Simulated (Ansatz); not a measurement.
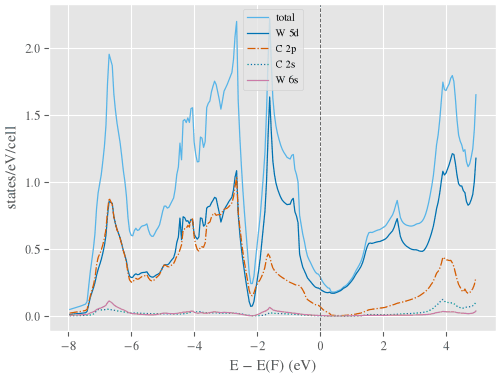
Total and projected density of states of WC in space group P-6m2 (No. 187; W on 1a, C on 1f), DFT-LDA in the program Ansatz with PAW potentials

Task: Which orbitals carry the states next to the Fermi level?

Result: Within 0.5 eV of the Fermi level: W 5d 71 %, C 2p 22 %. Projections are on Löwdin-orthogonalised atomic valence shells; empty p or d shells of many metals are not among them.

Task: Where is the tallest occupied peak in this window, and what makes it?

Result: Near -1.6 eV, about 2.2 states/eV per cell; the largest projected share is W 5d.

The LDA relaxation kept the symmetry of its start; phonons on a q-mesh show no instability. No spin polarisation was allowed. Spin–orbit coupling is left out wherever it is not named.

Potentials: the later of the program's two PAW sets.
